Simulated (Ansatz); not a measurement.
# YSi2 (P6/mmm): scan of the energy under strain in Python

What does a strain cost in YSi2 (P6/mmm)? Aim: a scan of the energy under strain, for YSi2 (P6/mmm), run from a script.

All numbers are computed with Ansatz 0.2.0 through its Python package. Level of theory: DFT PBEsol, plane waves, PAW.

## (1) Starting point

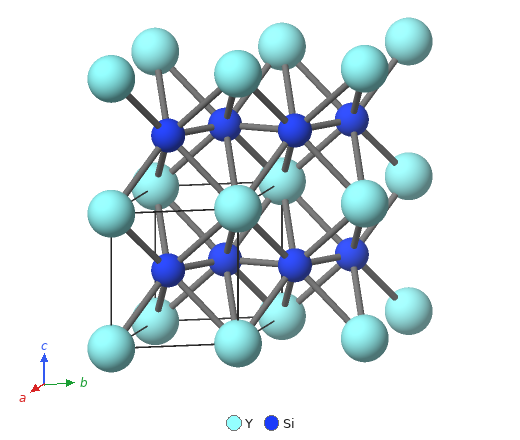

The structure that the script starts from, seen slightly off an axis (yttrium light teal, silicon blue). 1×2×2 cells are drawn. Atoms on cell faces are repeated.

The script holds or builds the structure itself.

## (2) The code

Contents of run_strain.py:

```python
"""Energy of YSi2 under uniaxial strain, ions carried with the cell."""

import ansatz as az
import numpy as np

XC = "pbesol"
SMEARING = "fermi_dirac"
CUTOFF = 520
MESH = (10, 10, 8)

vectors0 = np.array([
    [3.85, 0.0, 0.0],
    [-1.925, 3.3342, 0.0],
    [0.0, 0.0, 4.14],
])
sites = [
    ("Y", (0.0, 0.0, 0.0)),
    ("Si", (1 / 3, 2 / 3, 0.5)),
    ("Si", (2 / 3, 1 / 3, 0.5)),
]


def on_lattice(cell):
    crystal = az.Crystal(lattice=az.Lattice.of(cell))
    for symbol, position in sites:
        crystal = crystal.atom(symbol, position)
    return crystal


def main() -> None:
    # clamped ions: the fractional positions stay as typed
    values = np.linspace(-0.05, 0.05, 7)
    energies = []
    for d in values:
        strain = np.diag([0, 0, d])
        cell = vectors0 @ (np.eye(3) + strain)
        calculation = (
            on_lattice(cell).calculation()
            .functional(XC)
            .occupations(SMEARING)
            .basis(CUTOFF)
            .kpoints(*MESH)
            .stress()
        )
        data = calculation.run().report
        energies.append(data["free_energy_ev"] / len(sites))
        s = data["stress_gpa"]
        print(f"d = {d:+.4f}  stress xx yy zz xy (GPa, compression positive): {s[0][0]:8.3f} {s[1][1]:8.3f} {s[2][2]:8.3f} {s[0][1]:8.3f}")
    energies = np.array(energies)

    for value, e in zip(values, energies):
        print(f"strain {value:7.3f}   E - Emin = {1000 * (e - energies.min()):9.3f} meV/atom")
    np.savetxt("strain.csv", np.column_stack([values, energies]), fmt="%.6f", delimiter=",", header="strain,energy_eV_per_atom")
    curvature = 2 * np.polyfit(values, energies, 3)[1]
    volume = abs(np.linalg.det(vectors0)) / len(sites)
    print(f"d2E/dd2 over the volume: {curvature / volume * 160.21766:.1f} GPa")


if __name__ == "__main__":
    main()
```

## (3) What the engine is handed

The package turns the script's settings into the engine's input (first run):

```yaml
crystal:
  lattice:
    - [3.85, 0.0, 0.0]
    - [-1.925, 3.3342, 0.0]
    - [0.0, 0.0, 3.9329999999999994]
  atoms:
    - { symbol: "Y", position: [0.0, 0.0, 0.0] }
    - { symbol: Si, position: [0.3333333333333333, 0.6666666666666666, 0.5] }
    - { symbol: Si, position: [0.6666666666666666, 0.3333333333333333, 0.5] }
basis:
  ecutwfc: 520.0
kpoints:
  mp_grid:
    grid: [10, 10, 8]
hamiltonian:
  xc: pbesol
scf:
  occupations:
    method: fermi_dirac
output:
  stress: true
```

## (4) The run

Command:

```
> python run_strain.py
```

The program printed:

```text
DeckWarning: crystal.lattice, of which some number shows no typed digit to judge by, misses the space group found at crystal.symmetry.tolerance 1.0e-5 by more than rounding, which is why this is a warning: the operation that it misses by the most changes a [...]
d = -0.0500  stress xx yy zz xy (GPa, compression positive):   17.013   17.013    5.851   -0.000
d = -0.0333  stress xx yy zz xy (GPa, compression positive):   15.530   15.530    2.718    0.000
d = -0.0167  stress xx yy zz xy (GPa, compression positive):   14.202   14.202   -0.201    0.000
d = +0.0000  stress xx yy zz xy (GPa, compression positive):   13.008   13.008   -2.893    0.000
d = +0.0167  stress xx yy zz xy (GPa, compression positive):   11.921   11.921   -5.342    0.000
d = +0.0333  stress xx yy zz xy (GPa, compression positive):   10.927   10.927   -7.539   -0.000
d = +0.0500  stress xx yy zz xy (GPa, compression positive):   10.023   10.023   -9.498    0.000
strain  -0.050   E - Emin =    10.143 meV/atom
strain  -0.033   E - Emin =     2.281 meV/atom
strain  -0.017   E - Emin =     0.000 meV/atom
strain   0.000   E - Emin =     2.887 meV/atom
strain   0.017   E - Emin =    10.512 meV/atom
strain   0.033   E - Emin =    22.419 meV/atom
strain   0.050   E - Emin =    38.154 meV/atom
d2E/dd2 over the volume: 153.8 GPa
```

(Warnings from the package without file and line, shortened, repeats left out.)

Run time: 25 s. Hardware: 1 thread of Arm Neoverse V2, shared host; peak memory 0.43 GiB.

File strain.csv afterwards:

```csv
# strain,energy_eV_per_atom
-0.050000,-1679.891819
-0.033333,-1679.899682
-0.016667,-1679.901963
0.000000,-1679.899076
0.016667,-1679.891450
0.033333,-1679.879544
0.050000,-1679.863809
```

## (5) Inputs of later runs

The engine's inputs for some of the other runs:

Run 2, against run 1:

```diff
@@ -5 +5 @@
-    - [0.0, 0.0, 3.9329999999999994]
+    - [0.0, 0.0, 4.002]
```

Run 4, against run 1:

```diff
@@ -5 +5 @@
-    - [0.0, 0.0, 3.9329999999999994]
+    - [0.0, 0.0, 4.14]
```

Run 6, against run 1:

```diff
@@ -5 +5 @@
-    - [0.0, 0.0, 3.9329999999999994]
+    - [0.0, 0.0, 4.278]
```

## (6) What each run gave

From the records of these 7 runs:

| run | strain | energy from run 3 (meV/atom) | pressure (GPa) | SCF cycles | CPU time (s) |
| --- | --- | --- | --- | --- | --- |
| 1 | -0.050 | 10.14 | 13.29 | 7 | 3.3 |
| 2 | -0.033 | 2.28 | 11.26 | 7 | 3.3 |
| 3 | -0.017 | 0.00 | 9.40 | 6 | 3.3 |
| 4 | 0.000 | 2.89 | 7.71 | 6 | 3.2 |
| 5 | 0.017 | 10.51 | 6.17 | 6 | 3.3 |
| 6 | 0.033 | 22.42 | 4.77 | 6 | 3.4 |
| 7 | 0.050 | 38.15 | 3.52 | 6 | 3.6 |

Energies are free energies F = E - TS of the smeared occupations. 

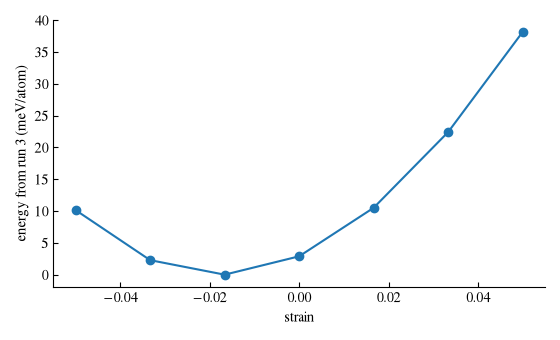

Energy against strain; lines join the points.

## (7) What came out

| quantity | value |
| --- | --- |
| curvature under the strain | 153.8 GPa |
| runs compared | 7 |
| range of energy | 38.15 meV/atom |
| lowest point, strain | -0.017 |

Against the unstrained cell the energy per atom changes by +7.26 meV at one end of the scan and +35.27 meV at the other, and its second derivative over the volume is 153.8 GPa. Notes:
- The run is spin-unpolarised.
- The curvature belongs to this strain pattern and to the cell's stress; it equals a single elastic constant only for simple patterns.
- In a metal a curvature from energy changes of a few meV or less hangs on mesh and smearing, in size and even in sign.
- At these settings the cell as given stands under about 8 GPa, so it isn't at this functional's equilibrium volume.
- The ions keep their fractional positions (clamped ions).
